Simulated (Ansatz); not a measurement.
# Run report: GeAsH$_{6}$, phonon calculation

- system: GeAsH$_{6}$, multiplicity 2
- method: UKS BLYP/def2-SVP (Ansatz 0.2.0)

It belongs to a series of runs on one base structure; here: vibrations at the highest image of the band.

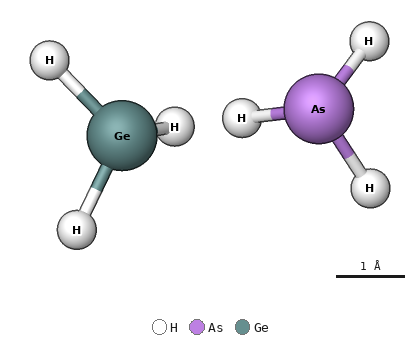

Figure 1. The structure as given in the input (ball-and-stick view, seen at a tilt). Sticks mark near contacts. Bond lengths as drawn: As–H 1.55 to 1.56 Å and Ge–H 1.56 Å.

### The input
```yaml
crystal:
  periodic: [false, false, false]
  atoms:
    - { symbol: H, position_ang: [0.484025, -0.217315, 0.946346] }
    - { symbol: As, position_ang: [1.580363, -0.03071, 2.043149] }
    - { symbol: Ge, position_ang: [-1.314482, -0.292487, -1.190766] }
    - { symbol: H, position_ang: [1.461516, 1.507932, 1.9541] }
    - { symbol: H, position_ang: [2.701577, -0.04196, 0.979048] }
    - { symbol: H, position_ang: [-2.772361, -0.228298, -0.632402] }
    - { symbol: H, position_ang: [-1.042542, 0.929427, -2.124853] }
    - { symbol: H, position_ang: [-1.097997, -1.626591, -1.974524] }
magnetization:
  spin_polarized: true
  initial_magnetization: 1
basis:
  gaussian: { orbitals: def2-SVP }
hamiltonian:
  xc: blyp
phonons: {}
```

Run on 2 threads of Arm Neoverse V1, 24 GiB of memory available, shared host.

Command:
```bash
ansatz run input.yaml --threads 2 --pin off --max-ram 3072MiB --backend cpu --events-out ev --progress --plain --runs-dir out
```

### The program's output
```
Engine: ansatz 0.2.0, aarch64-unknown-linux-gnu
Functional definition: BLYP
  parameter beta = 0.0042
  parameter a = 0.04918
  parameter b = 0.132
  parameter c = 0.2533
  parameter d = 0.349
  exchange = b88_x(beta = beta)
  correlation = lyp_c(a = a, b = b, c = c, d = d)
1062 factors; their error is unknown
mean field evaluation 1: about -117441.6909 eV, gradient 1.9e1 eV
mean field evaluation 2: about -117442.2204 eV, gradient 1.9e1 eV
mean field evaluation 4: about -117443.0418 eV, gradient 3.2e-1 eV
mean field evaluation 8: about -117442.9718 eV, gradient 7.2e-2 eV
mean field evaluation 16: about -117442.9719 eV, gradient 2.6e-5 eV
mean field -117442.97186522 eV, -4315.9496103415 hartree, gradient 2.6e-5 eV, S^2 0.750987; 0 other end points of the search recorded, 0 dependent functions left out
the calculation of the forces begins
reference -117442.97222754 eV, -4315.9496236564 hartree; 36, 35 occupied and 58, 59 virtual orbitals, 1062 factors
these checks for a lower state are left out or cut short: stability, starts, cluster_reference, orbital_swaps, neighbouring_geometries, increment
1062 factors; their error is unknown
mean field -117442.97183007 eV, -4315.9496090496 hartree, gradient 8.9e-7 eV, S^2 0.750984; 0 other end points of the search recorded, 0 dependent functions left out
[... from here on the field's lines of each further geometry are left out, up to the last ...]
the calculation of the forces begins
reference -117442.97221490 eV, -4315.9496231918 hartree; 36, 35 occupied and 58, 59 virtual orbitals, 1062 factors
these checks for a lower state are left out or cut short: stability, starts, cluster_reference, orbital_swaps, neighbouring_geometries, increment
1062 factors; their error is unknown
mean field -117442.97185088 eV, -4315.9496098142 hartree, gradient 1.0e-6 eV, S^2 0.750986; 0 other end points of the search recorded, 0 dependent functions left out
the calculation of the forces begins
reference -117442.97221322 eV, -4315.9496231302 hartree; 36, 35 occupied and 58, 59 virtual orbitals, 1062 factors
WARN: phonons: modes at or below zero, which the zero-point energy, F, S and C_V leave out: 1, the lowest at -6.30 cm⁻¹. A minimum has none, and a first-order saddle one
Total energy: -117442.97222754 eV, -4315.9496236564 hartree
Atom 0 at     0.484025    -0.217315     0.946346 Å, force    -0.004372    -0.001417    -0.002083 eV/Å
Atom 1 at     1.580363    -0.030710     2.043149 Å, force     0.004374     0.001076     0.002718 eV/Å
Atom 2 at    -1.314482    -0.292487    -1.190766 Å, force     0.000219     0.000031     0.000391 eV/Å
Atom 3 at     1.461516     1.507932     1.954100 Å, force    -0.000809    -0.000086    -0.000504 eV/Å
Atom 4 at     2.701577    -0.041960     0.979048 Å, force    -0.001255    -0.000185    -0.001138 eV/Å
Atom 5 at    -2.772361    -0.228298    -0.632402 Å, force     0.000703     0.000218    -0.000364 eV/Å
Atom 6 at    -1.042542     0.929427    -2.124853 Å, force     0.000691    -0.000207     0.000633 eV/Å
Atom 7 at    -1.097997    -1.626591    -1.974524 Å, force     0.000449     0.000569     0.000346 eV/Å
Dipole moment:     0.023008     0.029150    -0.016861 e Å
Vibrations: -6.30 12.51 43.36 54.56 152.75 153.68 693.11 830.16 830.71 908.42 974.72 979.93 1915.74 1972.66 2031.42 2033.04 2095.21 2107.31 cm⁻¹, zero-point energy 1.102795 eV
```

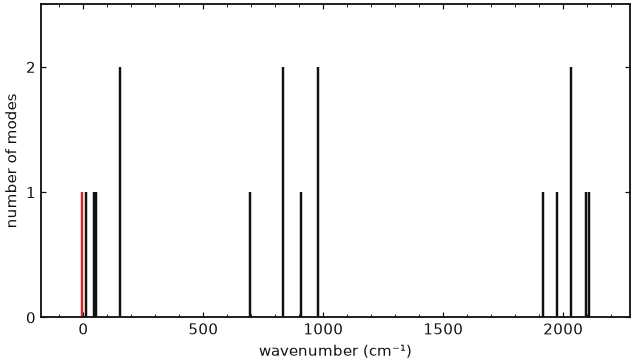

Figure 2. Harmonic vibrational wavenumbers from the force constants; neighbouring modes closer than 10 cm⁻¹ are counted in one stick. 18 modes from 6i to 2107 cm⁻¹, none imaginary beyond the noise of the force constants (under 8i cm⁻¹).

### Key numbers

- outcome: converged
- total energy: −117442.9722 eV
- mean-field energy: −117442.9722 eV
- ⟨S²⟩: 0.751
- largest force (length of the vector): 0.005 eV/Å
- wall time: 56 s (CPU time 1.8 min)
- peak memory: 0.16 GiB
